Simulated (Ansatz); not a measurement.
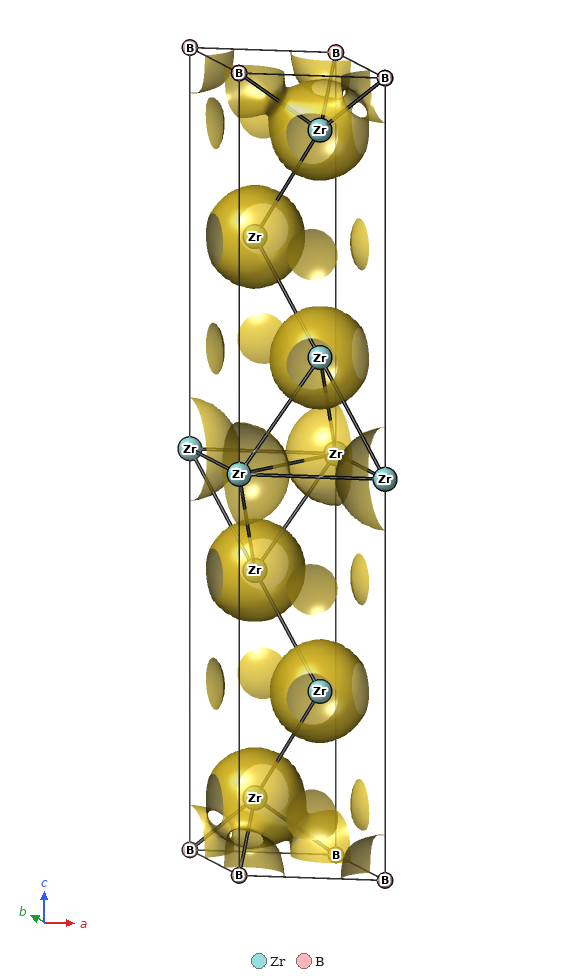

Zr7B. Isosurface of the valence pseudo-density at 0.4 e/Å³ (yellow), seen slightly off an axis. Sticks mark near contacts.

Space group P-3m1; a generated structure, not necessarily the stable one; changed on purpose from its base cell (volume × 0.91, shape and atoms relaxed); computed pressure about 10 GPa in this cell; computed without spin polarisation.

The calculation used Ansatz 0.2.0, DFT PBE, scalar-relativistic, plane waves, PAW.

Which contacts does the surface bridge?

Answer. At this value the density is joined into sheets; it holds about 70 % of the electrons treated as valence (semicore included). It bridges the shortest Zr–B (2.31 Å) contacts, where the density stays above the isovalue. It is pinched off along the shortest Zr–Zr (3.06 Å), Zr–Zr (3.17 Å) and Zr–Zr (3.21 Å) contacts. On the grid the lowest density along these lines, outside the cores, is 0.48 e/Å³ (Zr–B, 2.31 Å), 0.2 e/Å³ (Zr–Zr, 3.06 Å), 0.17 e/Å³ (Zr–Zr, 3.17 Å) and 0.17 e/Å³ (Zr–Zr, 3.21 Å).
